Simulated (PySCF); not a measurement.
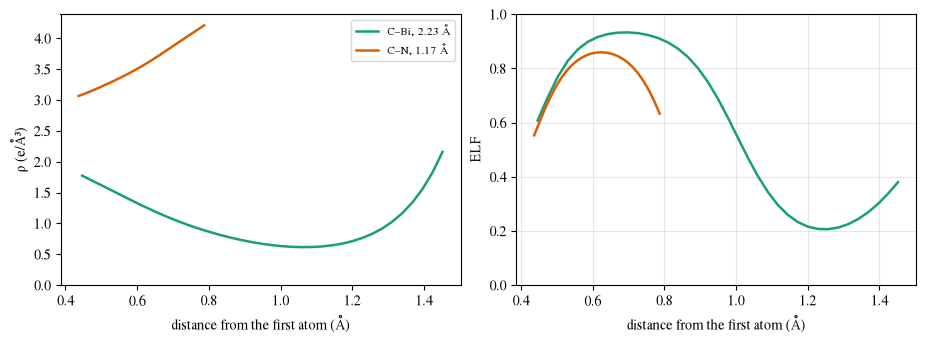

The picture shows: C3BiN3. Electron density and electron localisation function along straight lines between neighbouring atoms. The curves leave out the atomic cores.

Core potentials replace the inner electrons of Bi.

These are results of PySCF, RKS r2SCAN, Bi def2-SVP with ECP60, C def2-SVP, N def2-SVP; non-relativistic Hamiltonian with scalar-relativistic core potentials where named; density fitting, not measurements.

```yaml
atoms:
  - { symbol: Bi, position_ang: [0.0000, 0.0000, 1.2015] }
  - { symbol: C, position_ang: [1.8616, 0.0000, -0.0324] }
  - { symbol: N, position_ang: [2.9005, 0.0000, -0.5619] }
  - { symbol: C, position_ang: [-0.9308, 1.6122, -0.0324] }
  - { symbol: N, position_ang: [-1.4502, 2.5119, -0.5619] }
  - { symbol: C, position_ang: [-0.9308, -1.6122, -0.0324] }
  - { symbol: N, position_ang: [-1.4502, -2.5119, -0.5619] }
```

Question: What can be read from the curves?

Answer: C–Bi (2.23 Å): ρ is about 0.63 e/Å³ halfway; the ELF peaks at about 0.95 in the valence shell of C, 0.7 Å from its nucleus, and drops to about 0.20 between the two atoms.
C–N (1.17 Å): ρ is about 3.5 e/Å³ halfway; the ELF peaks at about 0.85 between the atoms: a multiple bond.
